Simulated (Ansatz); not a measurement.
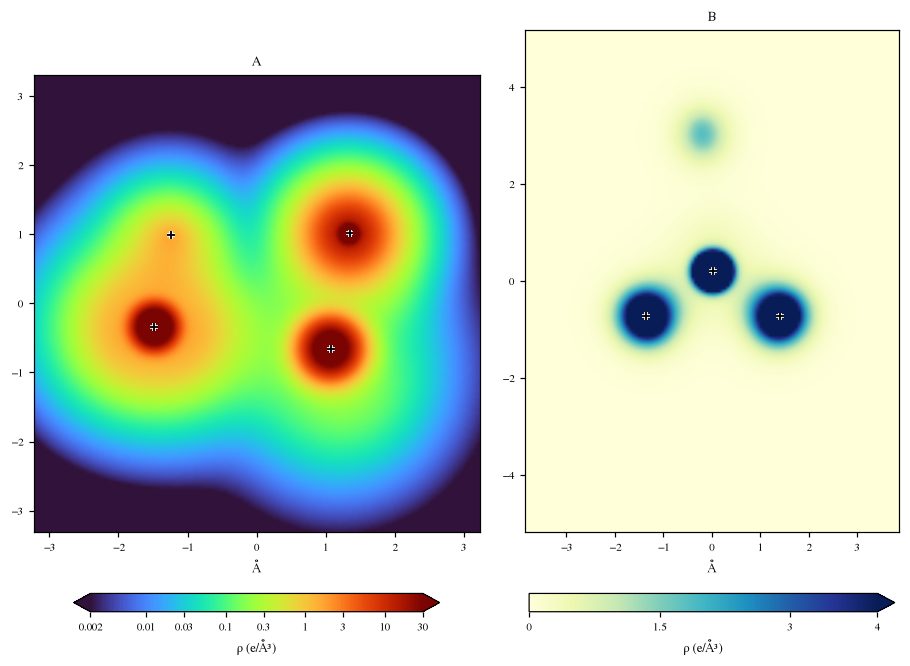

The total electron density of 2 systems, each on a plane through atoms (crosses mark nuclei in the plane).

These are results of RKS PBE-D4/def2-SVP in Ansatz, not measurements.

System 1: AlClFH$_{3}$S, the plane of atoms F4, Al1 and S5. 

```
atom    x (Å)    y (Å)    z (Å)
  Al   0.0789  -0.0521   0.1716
  Cl  -0.0904   0.5536   2.2167
   H   1.3312   0.3780  -0.6958
   F  -1.4014  -0.3201  -0.6034
   S   0.3992  -2.5712   0.6305
   H  -0.8713  -2.7397   0.1577
   H  -0.0379  -2.3725   1.9090
```

System 2: ClH$_{3}$O$_{2}$Si···H$_{2}$, the plane of atoms O3, Si1 and O5. Not at a stationary point (largest force 1.8 eV/Å).

```xyz
9

Si    0.2894    0.5027   -0.2548
H     0.0359   -0.1225    2.3336
O     1.5588   -0.1289   -1.1275
H     1.5530   -1.0970   -1.2178
O    -0.8024    1.2997   -1.2254
H    -1.6509    0.8424   -1.3529
H    -0.4027   -0.5834    0.5085
Cl    1.1373    2.0075    0.9502
H     0.3401    0.3640    2.7710
```

Which map belongs to which system?

Panel A is system 1, AlClFH$_{3}$S: the plane holds Al, F, S and H. Al–F (1.69 Å): ρ is about 0.74 e/Å³ halfway. Panel B is system 2, ClH$_{3}$O$_{2}$Si···H$_{2}$: the plane holds Si and O. Si–O (1.66 Å): ρ at the midpoint is about 1.1 e/Å³.
